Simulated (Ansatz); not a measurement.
# C2H8BGe: rigid torsion scan from a Python script

A script is to give a rigid torsion scan; the system is C2H8BGe. SMILES: C[B](C)[GeH2].

All numbers are computed with Ansatz 0.2.0 through its Python package. Level of theory: CAM-B3LYP/def2-SVP.

## 1. Starting point

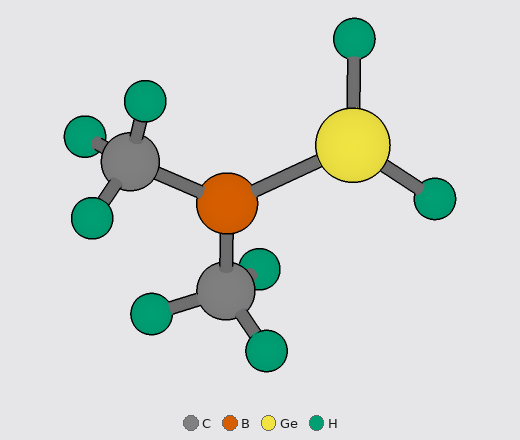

The structure that the script starts from, seen from a chosen angle (carbon grey, boron orange, germanium yellow, hydrogen teal).

No structure file is read: the coordinates are typed or built in the script.

## 2. The code

run_torsion.py

```python
import ansatz
from ase import Atoms

atoms = Atoms(["C", "B", "C", "Ge", "H", "H", "H", "H", "H", "H", "H", "H"], positions=[
    (-0.4113, 1.5123, 0.4663),
    (0.02, 0.021, 0.1254),
    (-1.0485, -1.0204, -0.4203),
    (1.9379, -0.5617, 0.3792),
    (-1.1931, 1.5004, 1.2535),
    (-0.8147, 1.9983, -0.4459),
    (0.4638, 2.0893, 0.8301),
    (-2.0459, -0.5406, -0.5016),
    (-1.1132, -1.8813, 0.2765),
    (-0.734, -1.3806, -1.4213),
    (2.08, -2.0492, -0.0324),
    (2.859, 0.3125, -0.5094),
])

first = ansatz.Crystal.molecule_from_ase(atoms).calculation()
first = first.basis(gaussian="def2-SVP")
first = first.functional("cam_b3lyp")
first = first.spin("collinear", total=1).relax(force_tolerance=0.02, max_steps=80)
atoms.positions = first.run(threads=1).report["positions_ang"]

start = atoms.get_dihedral(0, 1, 2, 7)
energies = {}
for turn in range(0, 121, 15):
    turned = atoms.copy()
    turned.set_dihedral(0, 1, 2, 7, start + turn, indices=[2, 7, 8, 9])
    base = (
        ansatz.Crystal.molecule_from_ase(turned).calculation()
        .basis(gaussian="def2-SVP")
        .functional("cam_b3lyp")
        .spin("collinear", total=1)
    )
    energies[round((start + turn) % 360)] = base.run(threads=1).report["free_energy_ev"]
floor = min(energies.values())
print("dihedral C0-B1-C2-H7 (deg)   E - E(min) (kcal/mol)")
for angle, e in sorted(energies.items()):
    print(f"{angle:8d} {23.060548 * (e - floor):14.3f}  " + "#" * int(30 * (e - floor) / max(max(energies.values()) - floor, 1e-9)))
```

## 3. What the engine is handed

The package turns the script's settings into the engine's input (first run):

```yaml
crystal:
  periodic: [false, false, false]
  atoms:
    - { symbol: C, position_ang: [-0.4113, 1.5123, 0.4663] }
    - { symbol: B, position_ang: [0.02, 0.021, 0.1254] }
    - { symbol: C, position_ang: [-1.0485, -1.0204, -0.4203] }
    - { symbol: Ge, position_ang: [1.9379, -0.5617, 0.3792] }
    - { symbol: H, position_ang: [-1.1931, 1.5004, 1.2535] }
    - { symbol: H, position_ang: [-0.8147, 1.9983, -0.4459] }
    - { symbol: H, position_ang: [0.4638, 2.0893, 0.8301] }
    - { symbol: H, position_ang: [-2.0459, -0.5406, -0.5016] }
    - { symbol: H, position_ang: [-1.1132, -1.8813, 0.2765] }
    - { symbol: H, position_ang: [-0.734, -1.3806, -1.4213] }
    - { symbol: H, position_ang: [2.08, -2.0492, -0.0324] }
    - { symbol: H, position_ang: [2.859, 0.3125, -0.5094] }
basis:
  gaussian:
    orbitals: def2-SVP
hamiltonian:
  xc: cam_b3lyp
magnetization:
  spin_polarized: true
  initial_magnetization: 1.0
relax:
  f_tol: 0.02
  max_steps: 80
```

## 4. Launch

On the command line:

```console
> python run_torsion.py
```

**Question.** What results will this script give? Wanted: range of energy; lowest point, turn.

The runs gave:

| quantity | value |
| --- | --- |
| runs compared | 9 |
| range of energy | 0.071 eV |
| lowest point, turn (°) | 0 |

**Reading.** The lowest point lies at a turn of 0°, the highest 0.071 eV (6.9 kJ/mol) above it at 90°. The grid can miss the true lowest and highest points, and the rest of the molecule is held rigid. Run 0: The relaxation took 15 moves; the largest shift is 0.982 Å, of atom 12 (H). So large a move can change the bonding: the results belong to the relaxed structure. The scan is rigid and the energies are electronic, in a modest basis. With rigid groups the curve can differ much from the relaxed path, the start wasn't checked as a minimum of this torsion, and equivalent turns needn't return to the same energy. The species is open-shell (spin multiplicity 2).
